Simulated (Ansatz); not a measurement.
**Loss of H2: C2H9NSi → C2H7NSi + H2**

Species: C2H9NSi `CCN[SiH3]`, singlet; C2H7NSi `C=CN[SiH3]`, singlet; H2 (hydrogen), singlet. 

Shapes, held fixed at every level: PBE0-D4/def2-TZVP. Flexible molecules stand in one conformer, not always the lowest. Programs: Ansatz 0.2.0. The zero-point and thermal change to 298 K, harmonic and unscaled (PBE0-D4/def2-TZVP), is -27.7 kJ/mol.

```csv
level,kind,ΔH(298 K) (kJ/mol),less CCSD(T)/CBS estimate
HF/def2-SVP,Hartree–Fock,+115.3,+10.2
PBE-D4/def2-TZVPP,GGA,+99.5,-5.6
r2SCAN0-D4/def2-TZVPP,global hybrid,+114.6,+9.5
wB97M-V/def2-TZVPP,range-separated hybrid,+107.3,+2.2
MP2/def2-TZVPP,perturbation theory,+107.6,+2.5
CCSD(T)/def2-SVP,coupled cluster or CI,+112.1,+7.0
CCSD/def2-TZVPP,coupled cluster or CI,+109.8,+4.7
CCSD(T)/CBS estimate,coupled cluster or CI,+105.1,0.0
```

The highest level, CCSD(T)/CBS estimate, gives ΔH(298 K) = +105.1 kJ/mol; the levels span +99.5 to +115.3. The column of differences is taken from that level and isn't an error. No measured value is set beside it here. The CBS estimate extrapolates MP2 from def2-TZVPP and def2-QZVPP and adds CCSD(T) − MP2 in the triple-zeta set, cores frozen; for H2 it overshoots the exact energy by about 1 mEh.

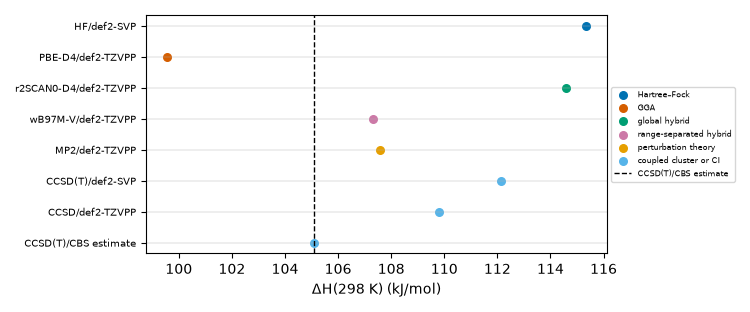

The values of the table, level by level.
